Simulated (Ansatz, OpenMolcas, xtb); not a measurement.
**BGeSiH4F (SMILES F[SiH]1[BH][GeH2]1): methods side by side**

BGeSiH4F: 8 atoms, total charge 0, spin state singlet. As SMILES, `F[SiH]1[BH][GeH2]1`. The shape is that of a PBE0-D4/def2-TZVP optimisation.

```xyz
8

F    -2.8022   -0.0970    1.0426
Si   -1.2542   -0.1521    0.6696
B    -0.4001    0.4697   -0.8532
Ge    1.4170   -0.0023   -0.4445
H    -0.5960   -0.8205    1.8146
H    -0.7861    1.0141   -1.8344
H     1.8434   -0.7089    0.8525
H     2.6703    0.2398   -1.3031
```

Each level gives the HOMO–LUMO gap (eV). The values are calculated.

| level | kind | program | value (eV) | CPU time |
| --- | --- | --- | --- | --- |
| GFN1-xTB | semi-empirical | xtb | 2.20 | under 2 s |
| HF/def2-SVP | Hartree–Fock | OpenMolcas | 8.33 | 12 s |
| SVWN5/def2-SVP | LDA | Ansatz | 2.47 | 1.9 s |
| BLYP/def2-SVP | GGA | OpenMolcas | 2.45 | 38 s |
| M06-L/def2-SVP | meta-GGA | OpenMolcas | 2.77 | 47 s |
| M06-2X/def2-SVP | hybrid meta-GGA | OpenMolcas | 5.57 | 45 s |
| HSE06/def2-SVP | range-separated hybrid | Ansatz | 3.22 | 3.9 s |
| B2PLYP/def2-SVP | double hybrid | Ansatz | 5.55 | 5.6 s |

All-electron rows without a relativistic Hamiltonian named are non-relativistic. The values span 2.20 to 8.33 eV. Orbital gaps aren't excitation energies, and those of double hybrids come from the SCF part alone; they tend to grow with the share of exact exchange. CPU times are rough (shared hosts, several kinds of processor and program).

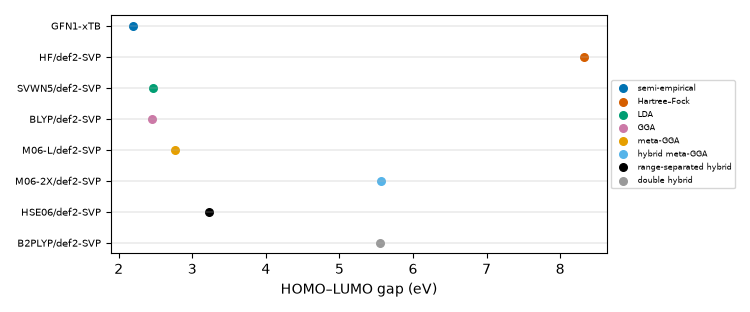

The values of the table, level by level.
